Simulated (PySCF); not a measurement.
# BH₆PSi: electronic excitations at several levels of theory, part 2 of 2

PySCF 2.14.0. Atoms count from 0. Earlier steps stand in the parts before.

## 7. Excited states and response: PBE0/aug-cc-pVDZ

Job settings and geometry (Å):

```
{"job": {"kind": "uv", "xc": "PBE0", "basis": "aug-cc-pVDZ"}, "charge": 0, "multiplicity": 1}
B     -1.765404    -0.384509    -0.240524
P     -0.479977     0.065254     1.013667
Si     1.410772     0.496222    -0.111458
H     -2.570566    -1.250439    -0.001282
H     -1.865248     0.298829    -1.230726
H     -0.202174    -1.108859     1.761794
H      1.915761    -0.667767    -0.899490
H      2.465890     0.914724     0.857679
H      1.086985     1.625987    -1.029909
```

With the program's defaults for keys left out, this is: TDDFT PBE0/aug-cc-pVDZ, vertical, gas phase, core orbitals frozen in the response.

The program printed:

```text
coarse grid: 8056 points
cycle   1  E = -658.9625278886  dE = -1.123e-01  |g| = 1.548e-01  |ddm| = 6.448e+00
cycle   2  E = -658.9632214889  dE = -6.936e-04  |g| = 1.489e-01  |ddm| = 1.105e+00
cycle   3  E = -658.9722119573  dE = -8.990e-03  |g| = 2.623e-02  |ddm| = 4.501e-01
cycle   4  E = -658.9724502478  dE = -2.383e-04  |g| = 1.097e-02  |ddm| = 8.843e-02
cycle   5  E = -658.9724937332  dE = -4.349e-05  |g| = 1.827e-03  |ddm| = 3.234e-02
cycle   6  E = -658.9724952015  dE = -1.468e-06  |g| = 3.241e-04  |ddm| = 5.712e-03
final grid: 67296 points
cycle   7  E = -658.9859201640  dE = -9.339e-06  |g| = 3.079e-03  |ddm| = 7.933e-02
cycle   8  E = -658.9859183383  dE =  1.826e-06  |g| = 3.731e-03  |ddm| = 1.854e-02
cycle   9  E = -658.9859235414  dE = -5.203e-06  |g| = 3.523e-04  |ddm| = 9.772e-03
cycle  10  E = -658.9859235985  dE = -5.708e-08  |g| = 5.427e-05  |ddm| = 9.729e-04
cycle  11  E = -658.9859235995  dE = -1.056e-09  |g| = 2.180e-05  |ddm| = 1.818e-04
cycle  12  E = -658.9859235997  dE = -1.904e-10  |g| = 5.167e-06  |ddm| = 8.029e-05
converged SCF energy = -658.9859235997

Static polarisability (au): isotropic 75.756, principal 61.821 72.235 93.211

Singlet excitations
state   eV       nm        f      main configurations
  1   4.7010    263.7   0.08259   H->L 0.93
  2   5.6517    219.4   0.05063   H-1->L 0.91
  3   6.0564    204.7   0.02514   H-2->L 0.45, H->L+1 0.42
  4   6.0943    203.4   0.02553   H->L+1 0.47, H-2->L 0.42
  5   6.3890    194.1   0.04461   H->L+2 0.86
  6   6.5526    189.2   0.03861   H->L+3 0.86
  7   6.9693    177.9   0.01341   H-3->L 0.62, H->L+4 0.22
  8   6.9871    177.4   0.05547   H->L+4 0.67, H-3->L 0.23
  9   7.1077    174.4   0.01009   H->L+5 0.73, H->L+6 0.16
 10   7.2471    171.1   0.01799   H->L+6 0.69, H->L+5 0.17

Triplet excitations (Tamm-Dancoff, eV): 3.3591 4.9937 5.3853 5.6674
```

Wall time 6.4 s (1 thread of Arm Neoverse V2, shared host); peak memory 0.58 GiB.

Key values: HOMO -7.40 eV, LUMO -1.82 eV; lowest singlet 4.70 eV.

## 8. TDDFT and polarisability: PBE0/aug-cc-pVTZ

Settings changed since step 7:

```diff
@@ -1,2 +1,2 @@
-{"job": {"kind": "uv", "xc": "PBE0", "basis": "aug-cc-pVDZ"}, "charge": 0, "multiplicity": 1}
+{"job": {"kind": "uv", "xc": "PBE0", "basis": "aug-cc-pVTZ"}, "charge": 0, "multiplicity": 1}
 B     -1.765404    -0.384509    -0.240524
```

Method: TDDFT PBE0/aug-cc-pVTZ, vertical, gas phase, core orbitals frozen in the response.

The program printed:

```text
coarse grid: 8056 points
cycle   1  E = -658.9965558443  dE = -1.415e-01  |g| = 1.928e-01  |ddm| = 5.540e+00
cycle   2  E = -658.9968227858  dE = -2.669e-04  |g| = 1.744e-01  |ddm| = 8.462e-01
cycle   3  E = -659.0075023409  dE = -1.068e-02  |g| = 3.970e-02  |ddm| = 4.021e-01
cycle   4  E = -659.0080570018  dE = -5.547e-04  |g| = 1.249e-02  |ddm| = 8.824e-02
cycle   5  E = -659.0081052976  dE = -4.830e-05  |g| = 2.924e-03  |ddm| = 2.707e-02
cycle   6  E = -659.0081080149  dE = -2.717e-06  |g| = 5.307e-04  |ddm| = 6.193e-03
final grid: 67296 points
cycle   7  E = -659.0197499943  dE = -2.436e-05  |g| = 3.709e-03  |ddm| = 1.201e-01
cycle   8  E = -659.0197479879  dE =  2.006e-06  |g| = 4.192e-03  |ddm| = 1.477e-02
cycle   9  E = -659.0197536103  dE = -5.622e-06  |g| = 5.356e-04  |ddm| = 8.335e-03
cycle  10  E = -659.0197537285  dE = -1.182e-07  |g| = 9.591e-05  |ddm| = 1.058e-03
cycle  11  E = -659.0197537315  dE = -2.966e-09  |g| = 3.272e-05  |ddm| = 2.126e-04
cycle  12  E = -659.0197537319  dE = -3.878e-10  |g| = 6.444e-06  |ddm| = 7.654e-05
converged SCF energy = -659.0197537319

Static polarisability (au): isotropic 75.856, principal 61.893 72.275 93.399

Singlet excitations
state   eV       nm        f      main configurations
  1   4.6843    264.7   0.08151   H->L 0.92
  2   5.6228    220.5   0.04908   H-1->L 0.91
  3   6.0432    205.2   0.02459   H->L+1 0.45, H-2->L 0.41
  4   6.0721    204.2   0.02034   H-2->L 0.47, H->L+1 0.40
  5   6.3733    194.5   0.04512   H->L+2 0.84
  6   6.4750    191.5   0.04297   H->L+3 0.84
  7   6.9348    178.8   0.04725   H->L+4 0.65, H-3->L 0.19
  8   6.9551    178.3   0.02292   H-3->L 0.65, H->L+4 0.20
  9   7.0439    176.0   0.01437   H->L+5 0.61, H->L+6 0.23
 10   7.1786    172.7   0.00607   H->L+6 0.58, H->L+5 0.26

Triplet excitations (Tamm-Dancoff, eV): 3.3382 4.9597 5.3664 5.5966
```

It took 19 s on 1 thread of Arm Neoverse V2, shared host; peak memory 0.87 GiB.

Key values: HOMO -7.42 eV, LUMO -1.85 eV; lowest singlet 4.68 eV.

## 9. TDDFT and polarisability: PBE0/def2-TZVPD

Settings changed since step 8:

```diff
@@ -1,2 +1,2 @@
-{"job": {"kind": "uv", "xc": "PBE0", "basis": "aug-cc-pVTZ"}, "charge": 0, "multiplicity": 1}
+{"job": {"kind": "uv", "xc": "PBE0", "basis": "def2-TZVPD"}, "charge": 0, "multiplicity": 1}
 B     -1.765404    -0.384509    -0.240524
```

With the program's defaults for keys left out, this is: TDDFT PBE0/def2-TZVPD, vertical, gas phase, core orbitals frozen in the response.

The program printed:

```text
coarse grid: 8056 points
cycle   1  E = -659.0037630829  dE = -1.492e-01  |g| = 1.982e-01  |ddm| = 2.081e+00
cycle   2  E = -659.0038672266  dE = -1.041e-04  |g| = 1.789e-01  |ddm| = 3.782e-01
cycle   3  E = -659.0146771546  dE = -1.081e-02  |g| = 4.181e-02  |ddm| = 1.887e-01
cycle   4  E = -659.0152749173  dE = -5.978e-04  |g| = 1.229e-02  |ddm| = 4.176e-02
cycle   5  E = -659.0153194625  dE = -4.455e-05  |g| = 3.508e-03  |ddm| = 1.587e-02
cycle   6  E = -659.0153228614  dE = -3.399e-06  |g| = 5.072e-04  |ddm| = 3.779e-03
final grid: 67296 points
cycle   7  E = -659.0136011164  dE = -1.625e-05  |g| = 4.059e-03  |ddm| = 3.037e-02
cycle   8  E = -659.0135989066  dE =  2.210e-06  |g| = 4.467e-03  |ddm| = 7.135e-03
cycle   9  E = -659.0136048140  dE = -5.907e-06  |g| = 6.298e-04  |ddm| = 4.275e-03
cycle  10  E = -659.0136049695  dE = -1.555e-07  |g| = 8.947e-05  |ddm| = 6.047e-04
cycle  11  E = -659.0136049719  dE = -2.384e-09  |g| = 3.224e-05  |ddm| = 1.104e-04
cycle  12  E = -659.0136049723  dE = -3.606e-10  |g| = 6.612e-06  |ddm| = 4.108e-05
converged SCF energy = -659.0136049723

Static polarisability (au): isotropic 75.475, principal 61.435 71.902 93.086

Singlet excitations
state   eV       nm        f      main configurations
  1   4.6771    265.1   0.08034   H->L 0.92
  2   5.6126    220.9   0.04821   H-1->L 0.91
  3   6.0496    204.9   0.01413   H-2->L 0.86
  4   6.1158    202.7   0.02776   H->L+1 0.85, H->L+3 0.10
  5   6.4301    192.8   0.06813   H->L+2 0.79, H->L+3 0.10
  6   6.5256    190.0   0.02558   H->L+3 0.74, H->L+2 0.13, H->L+1 0.08
  7   6.9398    178.7   0.00182   H-3->L 0.83, H-2->L 0.08
  8   7.0489    175.9   0.07102   H->L+4 0.82, H->L+5 0.09
  9   7.2681    170.6   0.00644   H-4->L 0.56, H->L+5 0.32
 10   7.2792    170.3   0.02894   H->L+5 0.47, H-4->L 0.39

Triplet excitations (Tamm-Dancoff, eV): 3.3176 4.9470 5.3596 5.5652
```

Run time: 8.8 s. Hardware: 1 thread of Arm Neoverse V2, shared host; peak memory 0.71 GiB.

This run: HOMO -7.42 eV, LUMO -1.85 eV; lowest singlet 4.68 eV.

## 10. Ultraviolet spectrum: PBE0/6-31+G*

Settings changed since step 9:

```diff
@@ -1,2 +1,2 @@
-{"job": {"kind": "uv", "xc": "PBE0", "basis": "def2-TZVPD"}, "charge": 0, "multiplicity": 1}
+{"job": {"kind": "uv", "xc": "PBE0", "basis": "6-31+G*"}, "charge": 0, "multiplicity": 1}
 B     -1.765404    -0.384509    -0.240524
```

With the program's defaults for keys left out, this is: TDDFT PBE0/6-31+G*, vertical, gas phase, core orbitals frozen in the response.

The program printed:

```text
coarse grid: 8056 points
cycle   1  E = -658.9734761208  dE = -1.328e-01  |g| = 1.548e-01  |ddm| = 2.521e+00
cycle   2  E = -658.9749661441  dE = -1.490e-03  |g| = 1.464e-01  |ddm| = 5.226e-01
cycle   3  E = -658.9836482159  dE = -8.682e-03  |g| = 2.170e-02  |ddm| = 2.818e-01
cycle   4  E = -658.9837906229  dE = -1.424e-04  |g| = 1.091e-02  |ddm| = 5.448e-02
cycle   5  E = -658.9838355418  dE = -4.492e-05  |g| = 1.417e-03  |ddm| = 2.278e-02
cycle   6  E = -658.9838364581  dE = -9.164e-07  |g| = 2.384e-04  |ddm| = 3.320e-03
final grid: 67296 points
cycle   7  E = -658.9459765396  dE = -6.820e-06  |g| = 3.319e-03  |ddm| = 2.563e-02
cycle   8  E = -658.9459742389  dE =  2.301e-06  |g| = 4.111e-03  |ddm| = 1.011e-02
cycle   9  E = -658.9459806620  dE = -6.423e-06  |g| = 2.639e-04  |ddm| = 6.590e-03
cycle  10  E = -658.9459806926  dE = -3.060e-08  |g| = 5.661e-05  |ddm| = 6.513e-04
cycle  11  E = -658.9459806937  dE = -1.114e-09  |g| = 2.071e-05  |ddm| = 1.064e-04
cycle  12  E = -658.9459806939  dE = -1.788e-10  |g| = 3.549e-06  |ddm| = 5.568e-05
converged SCF energy = -658.9459806939

Static polarisability (au): isotropic 67.602, principal 53.127 65.213 84.465

Singlet excitations
state   eV       nm        f      main configurations
  1   4.7818    259.3   0.09522   H->L 0.93
  2   5.7654    215.0   0.05887   H-1->L 0.91
  3   6.1552    201.4   0.02605   H-2->L 0.59, H->L+1 0.34
  4   6.2065    199.8   0.04266   H->L+1 0.62, H-2->L 0.31
  5   6.5225    190.1   0.05291   H->L+2 0.84
  6   6.7213    184.5   0.01676   H->L+3 0.84
  7   7.1240    174.0   0.00376   H-3->L 0.82
  8   7.1877    172.5   0.07885   H->L+4 0.87
  9   7.4459    166.5   0.02676   H-4->L 0.45, H->L+5 0.44
 10   7.4806    165.7   0.04774   H-4->L 0.49, H->L+5 0.44

Triplet excitations (Tamm-Dancoff, eV): 3.4246 5.1209 5.5148 5.7583
```

It took 3.1 s on 1 thread of Arm Neoverse V2, shared host; peak memory 0.46 GiB.

In short: HOMO -7.38 eV, LUMO -1.76 eV; lowest singlet 4.78 eV.

## 11. Run by run: electronic excitations

Excitations and ground-state properties, with basis size and wall time:

| run | lowest singlet (eV) | brightest (eV) | f | gap (eV) | α (Å³) | μ (D) | functions | time |
| --- | --- | --- | --- | --- | --- | --- | --- | --- |
| wB97X-D/def2-SVPD | 4.87 | 4.87 | 0.092 | 9.19 | 10.91 | 0.92 | 116 | 12 s |
| LC-wPBE/def2-SVPD | 4.99 | 8.53 | 0.115 | 10.29 | 10.65 | 0.92 | 116 | 16 s |
| PBE0/6-31G* | 4.93 | 4.93 | 0.088 | 5.78 | 9.09 | 1.04 | 62 | 2.6 s |
| PBE0/def2-SVP | 4.81 | 4.81 | 0.086 | 5.66 | 9.54 | 1.01 | 80 | 3.3 s |
| PBE0/def2-TZVP | 4.70 | 4.70 | 0.082 | 5.59 | 10.59 | 0.92 | 141 | 6.8 s |
| PBE0/aug-cc-pVDZ | 4.70 | 4.70 | 0.083 | 5.58 | 11.23 | 0.95 | 131 | 6.4 s |
| PBE0/aug-cc-pVTZ | 4.68 | 4.68 | 0.082 | 5.57 | 11.24 | 0.92 | 284 | 19 s |
| PBE0/def2-TZVPD | 4.68 | 4.68 | 0.080 | 5.57 | 11.18 | 0.90 | 177 | 8.8 s |
| PBE0/6-31+G* | 4.78 | 4.78 | 0.095 | 5.62 | 10.02 | 1.05 | 74 | 3.1 s |

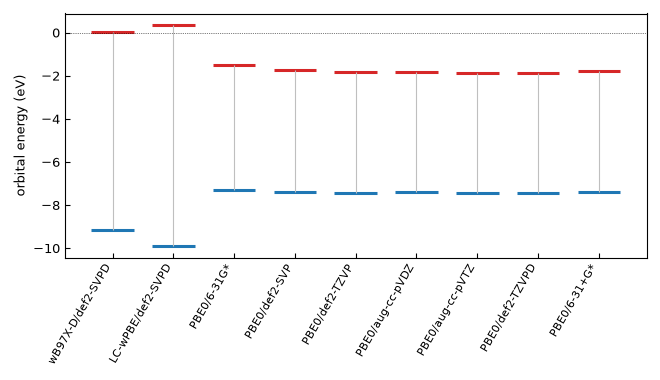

HOMO (blue) and LUMO (red) run by run.

## 12. Outcome

This closing draws on all 2 parts.

| quantity | value |
| --- | --- |
| lowest singlet (wB97X-D/def2-SVPD) | 4.87 eV (254 nm), f = 0.092 |
| lowest triplet | 3.65 eV |
| vertical ionisation energy (ΔSCF) | 9.43 eV |
| range of the lowest singlet | 4.68 to 4.99 eV |

What this shows: Single values in the summary come from the first run of each kind that ended normally (wB97X-D/def2-SVPD), which need not be the best level. The first singlet state (HOMO→LUMO 0.91) lies at 4.87 eV and is bright. The lowest triplet lies 1.23 eV below the lowest singlet (triplets in Tamm-Dancoff, singlets in full TDDFT). ΔSCF puts the ionisation energy at 9.43 eV, 0.26 eV above −ε(HOMO). The lowest singlet runs from 4.68 eV (PBE0/def2-TZVPD) to 4.99 eV (LC-wPBE/def2-SVPD), while the orbital gap spans 5.57 to 10.29 eV. The lowest state need not be the same one in every run. The runs solved for a few states only, so the brightest column depends on that window.
